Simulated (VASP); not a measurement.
Band structure of N (space group P4_2/mnm). These are PBEsol GGA, VASP's PBE PAW potentials (set 64) (plane waves; VASP) values and carry that method's errors.

Without a dispersion term in the relaxation, distances and binding between the weakly bound layers, chains or molecules are unreliable, and so is what depends on them.

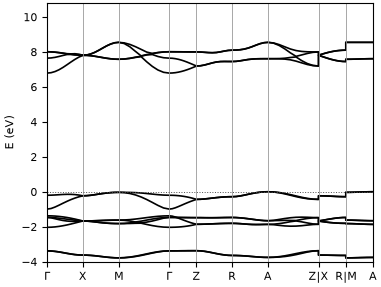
Figure. Bands along high-symmetry lines, zero at the valence-band maximum or, without a gap, the Fermi level

Task: Read the plot: is there a gap, and where are the band edges?

Result: The gap is indirect, 6.79 eV, from the valence maximum at A to the conduction minimum at Γ. (Edges off the drawn lines would not show.)

The structure comes from a computed database's N entry (P4_2/mnm); how it stands against other phases isn't given here. It was relaxed first.
